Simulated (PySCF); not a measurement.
## C$_{6}$H$_{10}$ClFSi: NMR shielding calculation

The run: NMR shielding calculation of C$_{6}$H$_{10}$ClFSi. Method and program: GIAO PBE0/pcSseg-1 NMR shielding, non-relativistic, gas phase (PySCF 2.14.0).

The geometry comes from this level: GFN2-xTB. It belongs to a series of runs on one base structure; here: H on C replaced by CH2Cl. Figures and captions count atoms from 1; the log counts them from 0 in places.

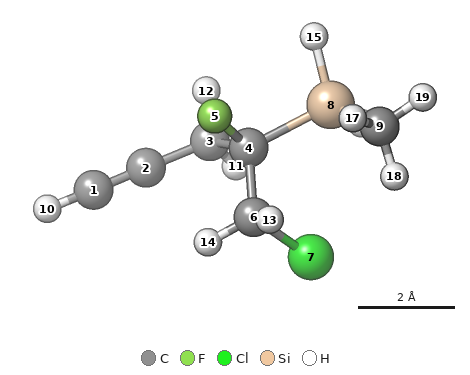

Fig. 1: The structure as given in the input (ball-and-stick view, seen at a tilt; atoms are numbered from 1 in the order of the input). Bond lengths as drawn: C–C 1.20 to 1.53 Å, C–Cl 1.77 Å, C–F 1.40 Å, C–H 1.05 to 1.09 Å, C–Si 1.89 to 1.94 Å and H–Si 1.46 to 1.47 Å.

### Results in brief

| quantity | value |
| --- | --- |
| outcome | converged |
| total energy | −1083.399728 hartree |
| HOMO | −7.95 eV |
| LUMO | 0.45 eV |
| dipole moment | 0.58 D |
| isotropic shielding, C | 90.6 to 197.4 ppm |
| isotropic shielding, F | 372.9 ppm |
| isotropic shielding, Cl | 886.6 ppm |
| isotropic shielding, Si | 384.3 ppm |
| isotropic shielding, H | 27.2 to 31.5 ppm |
| hardware | 1 CPU thread, shared host |
| wall time | 56 s |
| peak memory | 1 GiB |

### The input
```
{"job": {"kind": "nmr", "xc": "PBE0", "basis": "pcSseg-1"}, "charge": 0, "multiplicity": 1}
C      3.661581     0.505425    -0.477615
C      2.678241     0.456190     0.202556
C      1.453693     0.400104     0.975535
C      0.209763     0.263747     0.092858
F      0.178753     1.360482    -0.783807
C      0.290453    -0.968097    -0.795206
Cl    -0.062022    -2.410188     0.169982
Si    -1.424643     0.363756     1.127672
C     -2.876371    -0.089218     0.002467
H      4.536829     0.555969    -1.053409
H      1.485333    -0.456148     1.653645
H      1.367307     1.312571     1.570890
H     -0.455017    -0.909316    -1.588554
H      1.284809    -1.087977    -1.231032
H     -1.491415     1.767598     1.546236
H     -1.304727    -0.519946     2.288413
H     -2.858870     0.494524    -0.914283
H     -2.865541    -1.141625    -0.266341
H     -3.817958     0.111399     0.502859
```

The first line tells a small driver script what to run in PySCF; the rest is the geometry in Å.

Command:
```bash
OMP_NUM_THREADS=1 python <driver script> task.json out
```

### Log
```
coarse grid: 17056 points
cycle   1  E = -1083.2570316794  dE =  9.261e-01  |g| = 6.191e-01  |ddm| = 4.086e+00
cycle   2  E = -1083.2092896625  dE =  4.774e-02  |g| = 8.282e-01  |ddm| = 1.312e+00
cycle   3  E = -1083.3345877564  dE = -1.253e-01  |g| = 1.307e-01  |ddm| = 7.747e-01
cycle   4  E = -1083.3375128504  dE = -2.925e-03  |g| = 5.588e-02  |ddm| = 1.473e-01
cycle   5  E = -1083.3381184757  dE = -6.056e-04  |g| = 2.589e-02  |ddm| = 5.155e-02
cycle   6  E = -1083.3382696859  dE = -1.512e-04  |g| = 4.785e-03  |ddm| = 2.156e-02
cycle   7  E = -1083.3382751401  dE = -5.454e-06  |g| = 1.226e-03  |ddm| = 5.335e-03
final grid: 156248 points
cycle   8  E = -1083.3997093028  dE = -4.804e-05  |g| = 9.129e-03  |ddm| = 3.971e-02
cycle   9  E = -1083.3996983678  dE =  1.093e-05  |g| = 1.180e-02  |ddm| = 1.687e-02
cycle  10  E = -1083.3997276618  dE = -2.929e-05  |g| = 1.624e-03  |ddm| = 9.638e-03
cycle  11  E = -1083.3997280805  dE = -4.187e-07  |g| = 5.428e-04  |ddm| = 1.607e-03
cycle  12  E = -1083.3997281390  dE = -5.849e-08  |g| = 2.220e-04  |ddm| = 5.066e-04
cycle  13  E = -1083.3997281503  dE = -1.130e-08  |g| = 5.098e-05  |ddm| = 1.826e-04
cycle  14  E = -1083.3997281509  dE = -5.700e-10  |g| = 1.193e-05  |ddm| = 5.435e-05
```

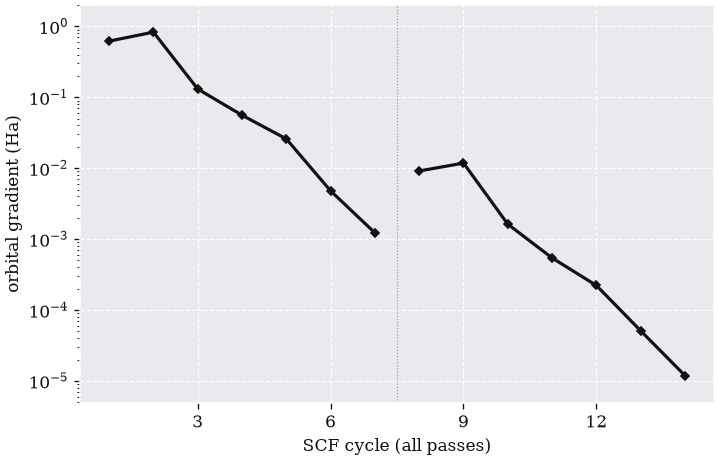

Fig. 2: Convergence of the self-consistent field: orbital gradient against the SCF cycle. The dotted line marks the change from a coarse to the final integration grid. The first 7 cycles use a coarse grid, the final grid takes over at cycle 8, and the field converges after 14 cycles in all.

```
converged SCF energy = -1083.3997281509

GIAO shielding tensors (ppm)
atom      isotropic    diamagn.    paramagn.     s11        s22        s33       span
  0 C      108.079     257.451    -149.373     28.492     37.161    258.583    230.092
  1 C      103.545     259.000    -155.455      7.831     10.092    292.711    284.880
  2 C      160.425     251.722     -91.297    142.875    159.203    179.197     36.322
  3 C       90.572     248.253    -157.682     52.452     65.700    153.563    101.111
  4 F      372.857     477.446    -104.589    325.266    365.194    428.110    102.844
  5 C      137.607     249.398    -111.790    112.982    133.599    166.241     53.258
  6 Cl     886.605    1148.316    -261.711    744.548    855.347   1059.919    315.371
  7 Si     384.341     880.684    -496.343    342.916    384.927    425.180     82.264
  8 C      197.434     252.954     -55.520    194.852    196.402    201.048      6.196
  9 H       30.200      34.074      -3.873     24.453     24.890     41.258     16.804
 10 H       28.903      28.398       0.505     24.737     28.984     32.987      8.249
 11 H       28.841      28.023       0.819     22.615     29.566     34.343     11.728
 12 H       28.092      32.172      -4.080     24.761     26.730     32.784      8.023
 13 H       27.167      30.823      -3.656     22.613     25.920     32.967     10.354
 14 H       27.713      29.662      -1.949     23.582     26.640     32.916      9.334
 15 H       27.355      29.359      -2.004     24.042     26.320     31.702      7.660
 16 H       31.246      31.258      -0.012     26.231     29.548     37.959     11.728
 17 H       31.153      30.867       0.286     25.147     30.980     37.333     12.186
 18 H       31.518      27.344       4.174     26.449     27.574     40.532     14.083
```

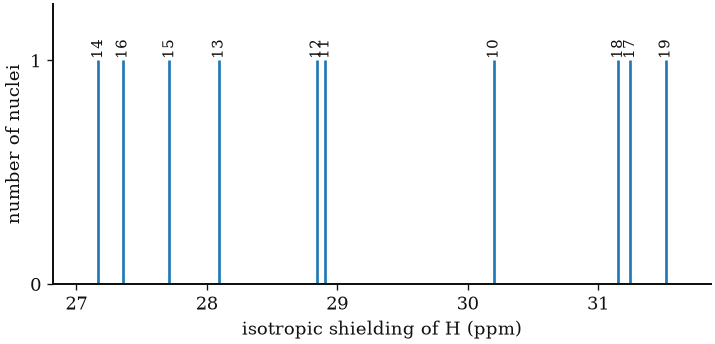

Fig. 3: Isotropic shieldings of the hydrogen nuclei in this fixed geometry, labelled by atom number; shielding grows to the right, so chemical shift grows to the left. The least shielded is H14 (27.2 ppm), the most shielded H19 (31.5 ppm).

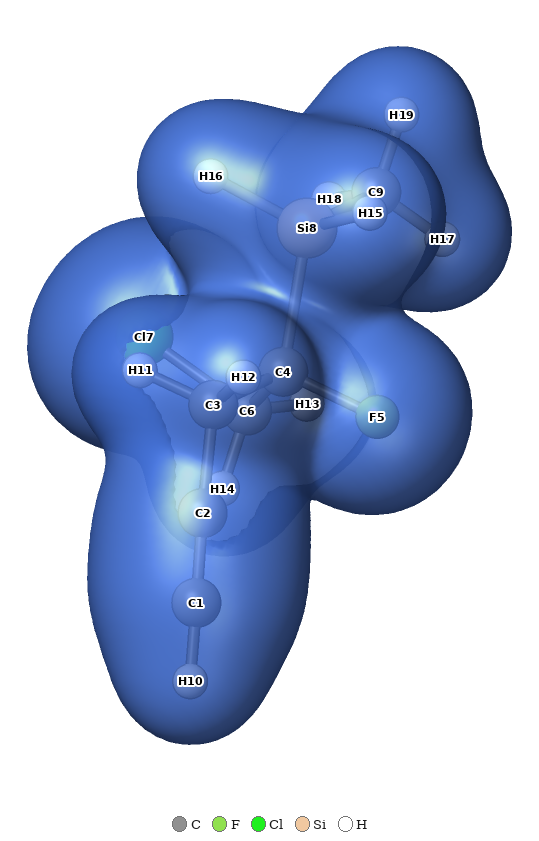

Fig. 4: Isosurface of the electron density at 0.05 e/Å³ (blue), seen at an oblique angle. At this value the surface is in one piece. On the grid the lowest density along these lines, outside the cores, is 2.7 e/Å³ (C–C, 1.20 Å), 1.5 e/Å³ (C–F, 1.40 Å), 1.3 e/Å³ (C–Cl, 1.77 Å) and 0.79 e/Å³ (C–Si, 1.89 Å).

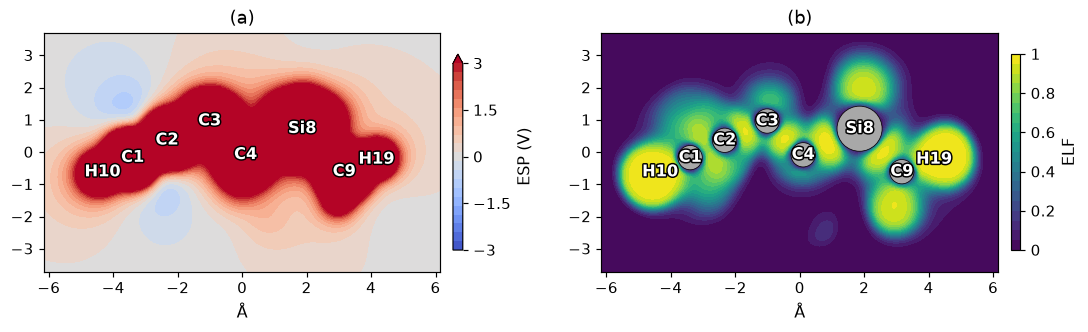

Fig. 5: (a) molecular electrostatic potential; (b) electron localisation function on the plane of atoms C2, C3 and C4. Grey discs, where drawn, cover atomic cores. Atoms in the plane: C, Si and H. C–C (1.20 Å): the ELF peaks at about 0.85 between the atoms (a multiple bond by its length, whose ELF region spreads away from the axis). C–Si (1.89 Å): the ELF peaks at about 0.95 between the atoms, which marks localised, shared-pair bonding. C–Si (1.94 Å): the ELF peaks at about 1 between the atoms (a shared electron pair).
